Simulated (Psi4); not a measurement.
# Energy and gradient calculation, with input and output: CH$_{3}$ClIn

- system: CH$_{3}$ClIn, multiplicity 2, SMILES [CH3][In][Cl]
- method: CAM-B3LYP/def2-SVP, UKS, core potentials def2 (Psi4 1.11)

A bond length was changed on purpose from its optimised value.

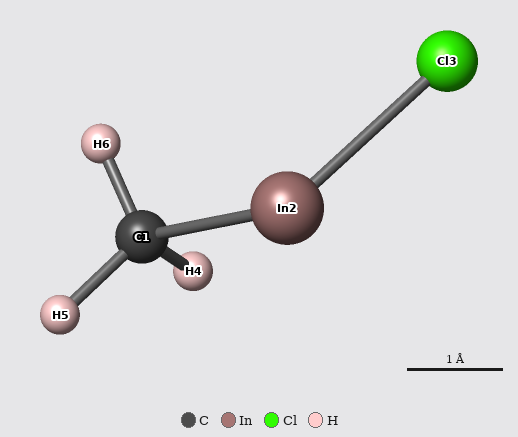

*The structure (ball-and-stick view, seen at a tilt; atoms are numbered from 1 in the order of the input). Sticks mark near contacts.*

Bond lengths as drawn: Cl–In 2.38 Å, C–H 1.09 to 1.25 Å and C–In 2.21 Å.

**The input (ch3clin.py)**
```python
import psi4

psi4.set_memory(1600000000)
psi4.set_num_threads(1)
psi4.set_output_file('ch3clin.out', False)

with open('ch3clin.xyz') as f:
    atoms = ''.join(f.readlines()[2:])
geom = psi4.geometry('0 2\n' + atoms + 'symmetry c1\nno_reorient\nno_com')

psi4.set_options({
    'basis': 'def2-SVP',
    'reference': 'uks',
    'puream': True,
    'e_convergence': 1e-09,
    'd_convergence': 1e-08,
    'scf_type': 'pk',
    'dft_radial_points': 99,
    'dft_spherical_points': 590,
    'maxiter': 200,
})

E, wfn = psi4.gradient("cam-b3lyp", return_wfn=True)
psi4.oeprop(wfn, "DIPOLE", "MULLIKEN_CHARGES", "QUADRUPOLE")
print('gradient / Eh bohr^-1')
print(E.np.round(6))
print(f'energy = {wfn.energy():.10f} Eh')
```

**File ch3clin.xyz**
```
6
CH3ClIn
C      0.632948    -0.259649    -0.212134
In    -1.139152     1.052251    -0.015834
Cl    -2.756852     0.159351     1.488766
H      0.258448    -1.220849    -0.564634
H      1.457300     0.235100    -1.011300
H      1.051448    -0.352949     0.790266
```

Run on 1 thread of Intel Xeon (Granite Rapids), 64 GiB of memory available, shared host.

Launch command:
```bash
python ch3clin.py
```

**Log**
```
Psi4 1.11 release

gradient() will perform analytic gradient computation.

   => Loading Basis Set <=

    Name: DEF2-SVP
    Role: ORBITAL
    Keyword: BASIS

    !!!  WARNING: ECP capability is in beta. Please check occupations closely.  !!!

         ---------------------------------------------------------
                                   SCF
                              UKS Reference
                        1 Threads,   1525 MiB Core
         ---------------------------------------------------------

  ==> Geometry <==

    Molecular point group: c1
    Full point group: C1

    Geometry (in Angstrom), charge = 0, multiplicity = 2:

       Center              X                  Y                   Z               Mass
    ------------   -----------------  -----------------  -----------------  -----------------
         C            0.632948000000    -0.259649000000    -0.212134000000    12.000000000000
         IN          -1.139152000000     1.052251000000    -0.015834000000   114.903878776000
         CL          -2.756852000000     0.159351000000     1.488766000000    34.968852682000
         H            0.258448000000    -1.220849000000    -0.564634000000     1.007825032230
         H            1.457300000000     0.235100000000    -1.011300000000     1.007825032230
         H            1.051448000000    -0.352949000000     0.790266000000     1.007825032230

  Running in c1 symmetry.

  Rotational constants: A =      0.16425  B =      0.03165  C =      0.02667 [cm^-1]
  Rotational constants: A =   4923.97475  B =    948.79044  C =    799.59159 [MHz]
  Nuclear repulsion =  151.191596699005402

  Charge       = 0
  Multiplicity = 2
  Electrons    = 47
  Nalpha       = 24
  Nbeta        = 23

  ==> Algorithm <==

  SCF Algorithm Type is PK.
  DIIS enabled.
  MOM disabled.
  Fractional occupation disabled.
  Guess Type is SAD.
  Energy threshold   = 1.00e-09
  Density threshold  = 1.00e-08
  Integral threshold = 1.00e-12

  ==> Primary Basis <==

  Basis Set: DEF2-SVP
    Blend: DEF2-SVP
    Number of shells: 33
    Number of basis functions: 73
    Number of Cartesian functions: 77
    Spherical Harmonics?: true
    Max angular momentum: 2

  Core potential: DEF2-SVP
    Number of shells: 4
    Number of ECP primitives: 18
    Number of ECP core electrons: 28
    Max angular momentum: 3

  ==> DFT Potential <==

   => LibXC <=

    Version 7.1.2

   => Composite Functional: CAM-B3LYP <=

    CAM-B3LYP Hyb-GGA Exchange-Correlation Functional

    Deriv               =              1
    GGA                 =           TRUE
    Meta                =          FALSE

    Exchange Hybrid     =           TRUE
    MP2 Hybrid          =          FALSE

   => Exchange Functionals <=

    0.3500         Becke 88 [omega = 0.3300]
    0.4600   Short-range recipe for B88 functional - erf [omega = 0.3300]

   => Exact (HF) Exchange <=

    0.4600            HF,LR [omega = 0.3300]
    0.1900               HF

   => Correlation Functionals <=

    0.1900   Vosko, Wilk & Nusair (VWN5)
    0.8100   Lee, Yang & Parr

   => LibXC Density Thresholds  <==

    XC_HYB_GGA_XC_CAM_B3LYP:  1.00E-14

   => Molecular Quadrature <=

    Radial Scheme          =       TREUTLER
    Pruning Scheme         =           NONE
    Nuclear Scheme         =       TREUTLER

    Blocking Scheme        =         OCTREE
    BS radius alpha        =              1
    Pruning alpha          =              1
    Radial Points          =             99
    Spherical Points       =            590
    Total Points           =         333146
    Total Blocks           =           2461
    Max Points             =            256
    Max Functions          =             72
    Weights Tolerance      =       1.00E-15

  ==> Integral Setup <==

  Using in-core PK algorithm.
   Calculation information:
      Number of atoms:                   6
      Number of AO shells:              33
      Number of primitives:             68
      Number of atomic orbitals:        77
      Number of basis functions:        73

      Integral cutoff                 1.00e-12
      Number of threads:                 1

  Performing in-core PK
  Using 10947153 doubles for integral storage.
  We computed 140429 shell quartets total.
  Whereas there are 157641 unique shell quartets.

  Computing range-separated integrals for PK
  We computed 140429 wK shell quartets total.
  Whereas there are 157641 wK unique shell quartets.

  ==> DiskJK: Disk-Based J/K Matrices <==

    J tasked:                  Yes
    K tasked:                  Yes
    wK tasked:                 Yes
    Omega:               3.300E-01
    Memory [MiB]:              596
    Schwarz Cutoff:          1E-12

  Cached 100.0% of DFT collocation blocks in 0.535 [GiB].

  Minimum eigenvalue in the overlap matrix is 1.4566542287E-02.
  Reciprocal condition number of the overlap matrix is 2.8692856101E-03.
    Using symmetric orthogonalization.

  ==> Pre-Iterations <==

  SCF Guess: Superposition of Atomic Densities via on-the-fly atomic UHF (no occupation information).

   -------------------------
    Irrep   Nso     Nmo
   -------------------------
     A         73      73
   -------------------------
    Total      73      73
   -------------------------

  ==> Iterations <==

                        Total Energy        Delta E     RMS |[F,P]|

   @UKS iter SAD:  -688.62335126998164   -6.88623e+02   0.00000e+00
   @UKS iter   1:  -689.78985901655653   -1.16651e+00   8.93334e-03 ADIIS/DIIS
   @UKS iter   2:  -689.76517359793445    2.46854e-02   9.03102e-03 ADIIS/DIIS
   @UKS iter   3:  -690.03935593562642   -2.74182e-01   9.13178e-04 ADIIS/DIIS
   @UKS iter   4:  -690.04205864938808   -2.70271e-03   3.66693e-04 ADIIS/DIIS
   @UKS iter   5:  -690.04259633015556   -5.37681e-04   1.13509e-04 ADIIS/DIIS
   @UKS iter   6:  -690.04268785441434   -9.15243e-05   5.81405e-05 DIIS
   @UKS iter   7:  -690.04272172027106   -3.38659e-05   1.85187e-05 DIIS
   @UKS iter   8:  -690.04272946442904   -7.74416e-06   6.89823e-06 DIIS
   @UKS iter   9:  -690.04273054143152   -1.07700e-06   2.33794e-06 DIIS
   @UKS iter  10:  -690.04273063931714   -9.78856e-08   4.88023e-07 DIIS
   @UKS iter  11:  -690.04273064259610   -3.27896e-09   1.14259e-07 DIIS
   @UKS iter  12:  -690.04273064277322   -1.77124e-10   3.77919e-08 DIIS
   @UKS iter  13:  -690.04273064279221   -1.89857e-11   1.19183e-08 DIIS
   @UKS iter  14:  -690.04273064279357   -1.36424e-12   4.64545e-09 DIIS
  Energy and wave function converged.

  ==> Post-Iterations <==

   Electrons on quadrature grid:
      Nalpha   =   23.9999999183 ; deviation = -8.168e-08
      Nbeta    =   22.9999999004 ; deviation = -9.960e-08
      Ntotal   =   46.9999998187 ; deviation = -1.813e-07

   @Spin Contamination Metric:   8.650753360E-03
   @S^2 Expected:                7.500000000E-01
   @S^2 Observed:                7.586507534E-01
   @S   Expected:                5.000000000E-01
   @S   Observed:                5.000000000E-01

    Orbital Energies [Eh]
    ---------------------

    Alpha Occupied:

       1A   -101.523387     2A    -10.286004     3A     -9.477367
       4A     -7.244469     5A     -7.239463     6A     -7.239157
       7A     -4.756366     8A     -3.164317     9A     -3.158596
      10A     -3.155821    11A     -0.871210    12A     -0.851140
      13A     -0.844029    14A     -0.842220    15A     -0.840205
      16A     -0.813106    17A     -0.753433    18A     -0.486609
      19A     -0.466428    20A     -0.462337    21A     -0.370002
      22A     -0.349952    23A     -0.346847    24A     -0.259144

    Alpha Virtual:

      25A     -0.026350    26A      0.050106    27A      0.058325
      28A      0.125961    29A      0.146932    30A      0.163443
      31A      0.215004    32A      0.222431    33A      0.238699
      34A      0.273638    35A      0.371788    36A      0.378664
      37A      0.390526    38A      0.462328    39A      0.482451
      40A      0.573538    41A      0.590337    42A      0.652785
      43A      0.670228    44A      0.718212    45A      0.731884
      46A      0.741358    47A      0.878407    48A      0.896891
      49A      0.901993    50A      0.915608    51A      0.925921
      52A      0.970806    53A      1.052155    54A      1.066780
      55A      1.302364    56A      1.308379    57A      1.328634
      58A      1.547351    59A      1.671222    60A      1.774596
      61A      1.783054    62A      1.939501    63A      2.015328
      64A      2.143632    65A      2.385141    66A      2.450647
      67A      2.633672    68A      2.889150    69A      2.961238
      70A     15.936741    71A     16.262297    72A     16.924052
      73A     60.886114

    Beta Occupied:

       1A   -101.522560     2A    -10.279631     3A     -9.476547
       4A     -7.242408     5A     -7.238992     6A     -7.238160
       7A     -4.754331     8A     -3.162623     9A     -3.156298
      10A     -3.154261    11A     -0.867388    12A     -0.845298
      13A     -0.841191    14A     -0.839812    15A     -0.836367
      16A     -0.808530    17A     -0.740701    18A     -0.481918
      19A     -0.458226    20A     -0.443947    21A     -0.348409
      22A     -0.347561    23A     -0.334767

    Beta Virtual:

      24A     -0.082806    25A     -0.016303    26A      0.056888
      27A      0.068141    28A      0.134596    29A      0.151250
      30A      0.166789    31A      0.223890    32A      0.226309
      33A      0.244734    34A      0.283558    35A      0.378886
      36A      0.393770    37A      0.402434    38A      0.470056
      39A      0.492930    40A      0.575881    41A      0.593394
      42A      0.669624    43A      0.678250    44A      0.723524
      45A      0.737703    46A      0.744605    47A      0.883692
      48A      0.899331    49A      0.904174    50A      0.920837
      51A      0.934079    52A      0.976681    53A      1.053533
      54A      1.070788    55A      1.310367    56A      1.313053
      57A      1.335726    58A      1.546800    59A      1.673655
      60A      1.775750    61A      1.792287    62A      1.951107
      63A      2.025545    64A      2.154179    65A      2.395212
      66A      2.460871    67A      2.640573    68A      2.895711
      69A      2.968467    70A     15.938653    71A     16.266257
      72A     16.925453    73A     60.879445

    Final Occupation by Irrep:
              A
    DOCC [    23 ]
    SOCC [     1 ]
    NA   [    24 ]
    NB   [    23 ]

  @UKS Final Energy:  -690.04273064279357

   => Energetics <=

    Nuclear Repulsion Energy =            151.1915966990054017
    One-Electron Energy =               -1325.1655780679138843
    Two-Electron Energy =                 522.2317231346080462
    DFT Exchange-Correlation Energy =     -38.3004724084931851
    Empirical Dispersion Energy =           0.0000000000000000
    VV10 Nonlocal Energy =                  0.0000000000000000
    Total Energy =                       -690.0427306427935719

  UHF NO Occupations:
  HONO-2 :   22  A 1.9995966
  HONO-1 :   23  A 1.9963849
  HONO-0 :   24  A 1.0000000
  LUNO+0 :   25  A 0.0036151
  LUNO+1 :   26  A 0.0004034
  LUNO+2 :   27  A 0.0000976
  LUNO+3 :   28  A 0.0000714

Computation Completed

Properties will be evaluated at   0.000000,   0.000000,   0.000000 [a0]

Properties computed using the SCF density matrix

 Multipole Moments:

 ------------------------------------------------------------------------------------
     Multipole            Electronic (a.u.)      Nuclear  (a.u.)        Total (a.u.)
 ------------------------------------------------------------------------------------

 L = 1.  Multiply by 2.5417464519 to convert [e a0] to [Debye]
 Dipole X            :        122.3211249         -121.3653776            0.9557473
 Dipole Y            :        -41.1212787           41.4032304            0.2819518
 Dipole Z            :        -44.0418784           43.3088114           -0.7330670
 Magnitude           :                                                    1.2370679

 ------------------------------------------------------------------------------------

	total time  =         13 seconds =       0.22 minutes

         ------------------------------------------------------------
                                   SCF GRAD
         ------------------------------------------------------------

  ==> Geometry <==

    Molecular point group: c1
    Full point group: C1

    Geometry (in Angstrom), charge = 0, multiplicity = 2:

       Center              X                  Y                   Z               Mass
    ------------   -----------------  -----------------  -----------------  -----------------
         C            0.632948000000    -0.259649000000    -0.212134000000    12.000000000000
         IN          -1.139152000000     1.052251000000    -0.015834000000   114.903878776000
         CL          -2.756852000000     0.159351000000     1.488766000000    34.968852682000
         H            0.258448000000    -1.220849000000    -0.564634000000     1.007825032230
         H            1.457300000000     0.235100000000    -1.011300000000     1.007825032230
         H            1.051448000000    -0.352949000000     0.790266000000     1.007825032230

  Nuclear repulsion =  151.191596699005402

  ==> Basis Set <==

  Basis Set: DEF2-SVP
    Blend: DEF2-SVP
    Number of shells: 33
    Number of basis functions: 73
    Number of Cartesian functions: 77
    Spherical Harmonics?: true
    Max angular momentum: 2

  Core potential: DEF2-SVP
    Number of shells: 4
    Number of ECP primitives: 18
    Number of ECP core electrons: 28
    Max angular momentum: 3

  ==> DirectJKGrad: Integral-Direct SCF Gradients <==

    Gradient:                    1
    J tasked:                  Yes
    K tasked:                  Yes
    wK tasked:                 Yes
    Omega:               3.300E-01
    Integrals threads:           1
    Schwarz Cutoff:          1E-12

  ==> DFT Potential <==

   => LibXC <=

    Version 7.1.2

   => Composite Functional: CAM-B3LYP <=

    CAM-B3LYP Hyb-GGA Exchange-Correlation Functional

    Deriv               =              1
    GGA                 =           TRUE
    Meta                =          FALSE

    Exchange Hybrid     =           TRUE
    MP2 Hybrid          =          FALSE

   => Exchange Functionals <=

    0.3500         Becke 88 [omega = 0.3300]
    0.4600   Short-range recipe for B88 functional - erf [omega = 0.3300]

   => Exact (HF) Exchange <=

    0.4600            HF,LR [omega = 0.3300]
    0.1900               HF

   => Correlation Functionals <=

    0.1900   Vosko, Wilk & Nusair (VWN5)
    0.8100   Lee, Yang & Parr

   => LibXC Density Thresholds  <==

    XC_HYB_GGA_XC_CAM_B3LYP:  1.00E-14

   => Molecular Quadrature <=

    Radial Scheme          =       TREUTLER
    Pruning Scheme         =           NONE
    Nuclear Scheme         =       TREUTLER

    Blocking Scheme        =         OCTREE
    BS radius alpha        =              1
    Pruning alpha          =              1
    Radial Points          =             99
    Spherical Points       =            590
    Total Points           =         333146
    Total Blocks           =           2461
    Max Points             =            256
    Max Functions          =             72
    Weights Tolerance      =       1.00E-15

  -Total Gradient:
     Atom            X                  Y                   Z
    ------   -----------------  -----------------  -----------------
       1       -0.041485139121    -0.031150069563     0.044141613158
       2       -0.000385153464    -0.003088854467     0.002179129729
       3        0.002640784967     0.001195102394    -0.002288775593
       4       -0.000094158016     0.004895762729     0.003843494617
       5        0.043989927258     0.028335000266    -0.043879809524
       6       -0.004681273708    -0.000176238294    -0.003993742101

	total time  =          5 seconds =       0.08 minutes

Properties will be evaluated at   0.000000,   0.000000,   0.000000 [a0]
OEProp: No title given, name of density matrix used for the following properties is 'SCF alpha density'

 Multipole Moments:

 ------------------------------------------------------------------------------------
     Multipole            Electronic (a.u.)      Nuclear  (a.u.)        Total (a.u.)
 ------------------------------------------------------------------------------------

 L = 1.  Multiply by 2.5417464519 to convert [e a0] to [Debye]
 Dipole X            :        122.3211249         -121.3653776            0.9557473
 Dipole Y            :        -41.1212787           41.4032304            0.2819518
 Dipole Z            :        -44.0418784           43.3088114           -0.7330670
 Magnitude           :                                                    1.2370679

 L = 2.  Multiply by 1.3450342976 to convert [e a0^2] to [Debye ang]
 Quadrupole XX       :       -617.3878854          579.0652089          -38.3226765
 Quadrupole XY       :        121.5047980         -121.3107139            0.1940841
 Quadrupole XZ       :        258.2159721         -253.5057323            4.7102399
 Quadrupole YY       :       -122.8744532           91.9848271          -30.8896261
 Quadrupole YZ       :        -14.4796265           14.9494226            0.4697961
 Quadrupole ZZ       :       -175.5379831          142.5588402          -32.9791429
 Traceless XX        :       -312.1211115          307.8622502           -4.2588614
 Traceless YY        :        182.3923207         -179.2181316            3.1741891
 Traceless ZZ        :        129.7287908         -128.6441185            1.0846723

 ------------------------------------------------------------------------------------
  Mulliken Charges: (a.u.)
   Center  Symbol    Alpha    Beta     Spin     Total
       1     C     3.30798  2.96214  0.34584 -0.27011
       2    IN    10.59543 10.01985  0.57558  0.38471
       3    CL     8.71204  8.61592  0.09612 -0.32796
       4     H     0.46530  0.46685 -0.00155  0.06785
       5     H     0.45395  0.46831 -0.01437  0.07774
       6     H     0.46530  0.46692 -0.00162  0.06777

   Total alpha = 24.00000, Total beta = 23.00000, Total charge = -0.00000
```

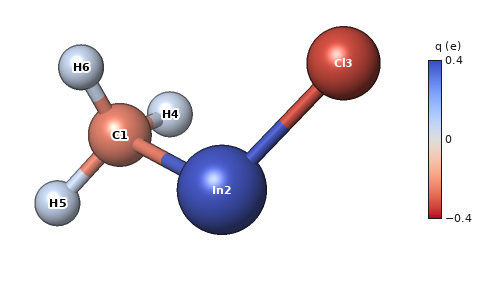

*Mulliken charges, as the colour of each atom (ball-and-stick view, seen at a tilt; atoms are numbered from 1 in the order of the input).*

By element: C −0.27, In +0.38, Cl −0.33 and H +0.07 to +0.08 e.

**Results in brief**

```tsv
quantity	value
outcome	converged
total energy	−690.042731 hartree
basis functions	73
largest force	3.512 eV/Å
⟨S²⟩	0.759
dipole moment	3.14 D
wall time	18 s
peak memory	0.86 GiB
```
